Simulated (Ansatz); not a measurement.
```yaml
crystal:
  lattice:
    - [7.39800, 0.00000, 0.00000]
    - [-3.69900, 6.40686, 0.00000]
    - [0.00000, 0.00000, 12.00000]
  atoms:
    - { symbol: C, position: [0.99549, 0.01928, 0.07805] }
    - { symbol: C, position: [0.21966, 0.13138, 0.07804] }
    - { symbol: C, position: [0.99590, 0.35161, 0.07845] }
    - { symbol: C, position: [0.21926, 0.46331, 0.07846] }
    - { symbol: C, position: [0.99512, 0.68469, 0.07838] }
    - { symbol: C, position: [0.22005, 0.79716, 0.07838] }
    - { symbol: C, position: [0.33018, 0.01892, 0.07792] }
    - { symbol: C, position: [0.55178, 0.12981, 0.07698] }
    - { symbol: C, position: [0.32930, 0.35149, 0.07623] }
    - { symbol: C, position: [0.55333, 0.46387, 0.07656] }
    - { symbol: C, position: [0.32969, 0.68644, 0.07793] }
    - { symbol: C, position: [0.55255, 0.79756, 0.07698] }
    - { symbol: C, position: [0.66184, 0.01812, 0.07656] }
    - { symbol: C, position: [0.88586, 0.12976, 0.07622] }
    - { symbol: C, position: [0.66262, 0.35260, 0.07698] }
    - { symbol: C, position: [0.88547, 0.46434, 0.07793] }
    - { symbol: C, position: [0.66338, 0.68560, 0.07698] }
    - { symbol: C, position: [0.88498, 0.79632, 0.07793] }
    - { symbol: N, position: [0.10710, 0.38664, 0.26800] }
    - { symbol: O, position: [0.10749, 0.23913, 0.29539] }
```

The program warned that a starting moment wasn't kept; spin-polarised.

Method: Ansatz 0.2.0, DFT LDA, scalar-relativistic, plane waves, PAW.

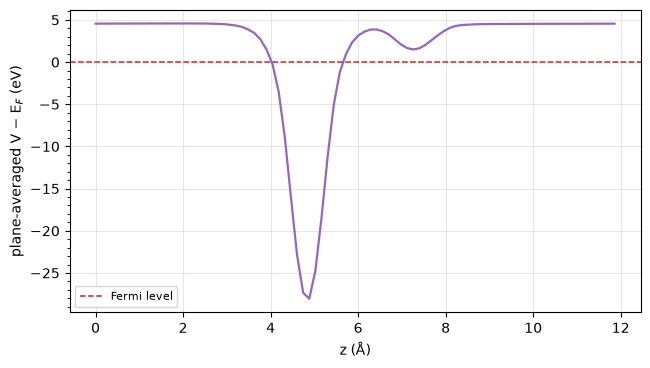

C₁₈NO (slab). Plane average of the electrostatic potential (local pseudopotential plus Hartree) felt by an electron across the slab.

How far below the vacuum level is the Fermi level?

Answer. The potential is flat in the vacuum, 4.6 eV above the Fermi level; this is the work function, the same on both faces.

What are the slab's thickness and the vacuum gap?

Answer. The outermost nuclei are 2.6 Å apart, in 2 atomic planes; the vacuum between periodic images is 9.4 Å wide.
